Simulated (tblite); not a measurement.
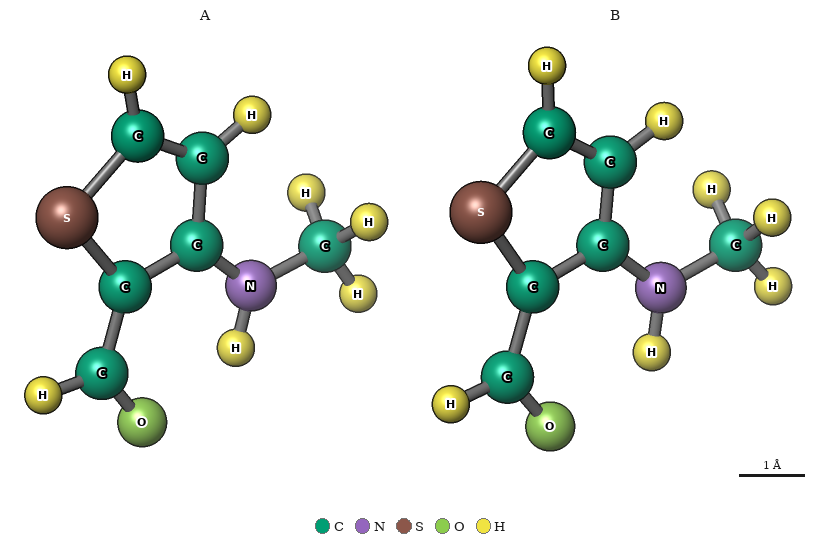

Two geometries of C₆H₇NOS, drawn at one scale. One is the start of a relaxation, the other its converged end. The picture is a ball-and-stick view, seen at a tilt.

The calculation used GFN2-xTB geometry optimisation, gas phase (tblite). 

Which one is relaxed?

Answer. Structure A is the relaxed one. The atom that moves furthest after the best rigid fit is an H atom (0.21 Å). Largest moves by element: H 0.21 Å, S 0.11 Å, C 0.09 Å, O 0.07 Å, N 0.04 Å. Some distances before and after: C–N 1.438 → 1.341 Å, C–C 1.350 → 1.422 Å, C–C 1.477 → 1.416 Å, C–S 1.662 → 1.713 Å. Bond angles that change, for instance: S–C–H 128.0° → 118.9°, C–C–S 107.7° → 113.8°, H–C–H 114.6° → 108.6°. The energy falls by 0.819 eV in 39 geometry steps. The run took 0.27 s on 1 thread of Arm Neoverse V1, on a shared host.
